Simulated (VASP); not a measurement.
Consider the following.

```xyz
8
Lattice="0.0000 3.2369 3.2369 3.2369 0.0000 3.2369 12.8964 12.8964 0.0510" Properties=species:S:1:pos:R:3 pbc="T T T"
Mg     3.2535     3.2535     6.4570
Mg     6.4647     6.4647     6.4827
Mg     9.6869     9.6869     6.4974
Te     1.6150     1.6150     1.6219
Te     4.8345     4.8345     1.6392
Te     8.0386     8.0386     1.6720
Te    11.3007    11.3007     1.6468
Hg     9.6668     9.6668     0.0437
```

The numbers are results of PBEsol GGA, VASP's PBE PAW potentials (set 64) (plane waves; VASP), not measurements. Settings: 400 eV cut-off, 7×7×2 Γ-centred mesh, tetrahedra with Blöchl corrections, potentials Mg Te Hg.

Unless said otherwise, spin-orbit coupling is left out, though it shifts the bands of the heavy elements here.

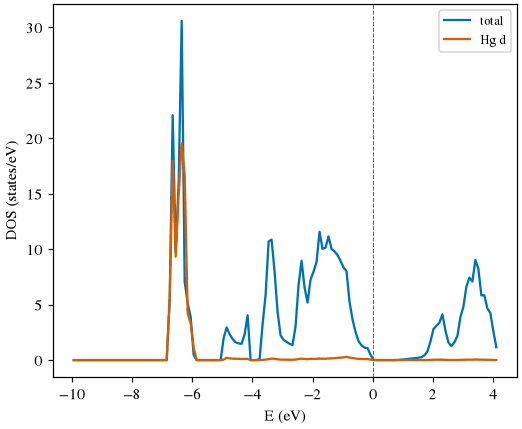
Fig. 1. Total and projected density of states, zero at the valence-band maximum

Within 2 eV below the valence-band maximum the largest weight inside VASP's projection spheres is Te p.

The gap is direct, 0.69 eV, from the valence maximum at Γ to the conduction minimum at Γ.

The structure was generated: HgMg3Te4 was put into an ordered model structure (R3m), which need not be its known phase. It was relaxed first.
